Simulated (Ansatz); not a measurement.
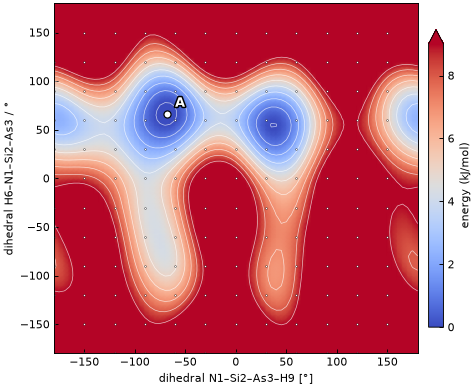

CH₆AsNOSi, SMILES N[SiH]([AsH2])C=O. 
- First axis: dihedral N1–Si2–As3–H9. Second axis: dihedral H6–N1–Si2–As3.
- Nothing is relaxed (all other coordinates rigid).
- The grid has 12 × 12 points.
- Points are written as (first, second).
- Energies: kJ/mol, counted from the lowest grid point.
- Theory: RKS PBE0-D4/def2-SVP in Ansatz 0.2.0.

Drawn: a smooth colour map with a few white contour lines, dots at the grid points, one colour for all values above the top of the scale, the well A. Between grid points the surface is interpolated.

### Estimate the position of the minimum and the force constants in these coordinates. Take the well at A.

The interpolated minimum is at dihedral N1–Si2–As3–H9 ≈ −68°, dihedral H6–N1–Si2–As3 ≈ 66°. The curvatures there are about 0.22 eV/rad² and 0.17 eV/rad², with a cross term of about −0.01 eV/rad². Round the minimum the two coordinates are weakly coupled (coupling −0.05 in units of the two stiffnesses). (1 eV is 96.5 kJ/mol.)
